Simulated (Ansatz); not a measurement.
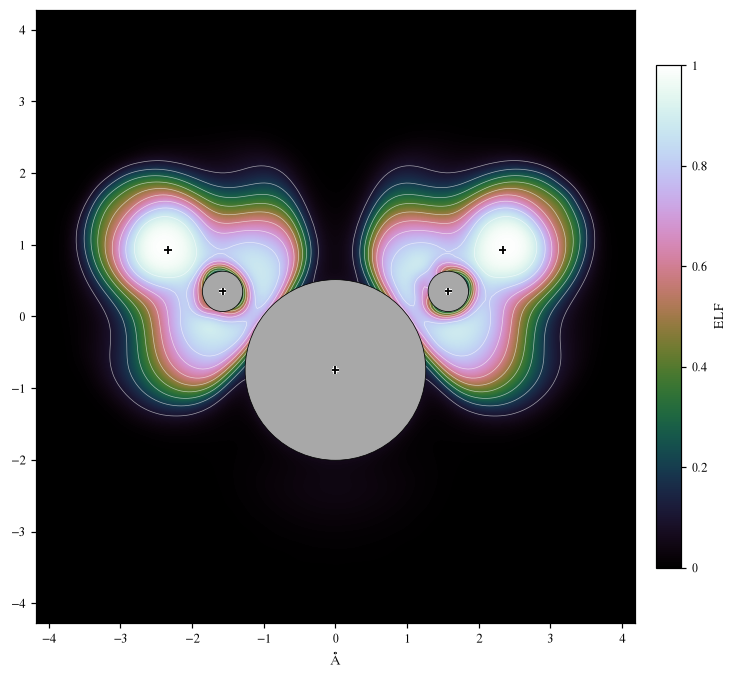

The electron localisation function on a plane through atoms (crosses mark nuclei in the plane; grey discs cover the cores).

The calculation used isolated molecule in a Gaussian basis; Kohn-Sham density functional theory, functional PBE0 (Ansatz 0.2.0).

Candidates:
A. FH₃O₃Zr
B. CH₄OSn (charge +1, doublet)
C. FH₄SbSi

Which system is this?

Answer. Candidate A: FH₃O₃Zr on the plane of atoms O2, Zr5 and O3, which holds O, Zr and H. Zr–O (1.92 Å): the ELF peaks at about 0.80 in the valence shell of O, 0.5 Å from its nucleus, and drops to about 0.20 between the two atoms. O–H (0.95 Å): the ELF climbs to about 1 towards the hydrogen, as it does in any bond to H; an ordinary covalent bond to hydrogen.
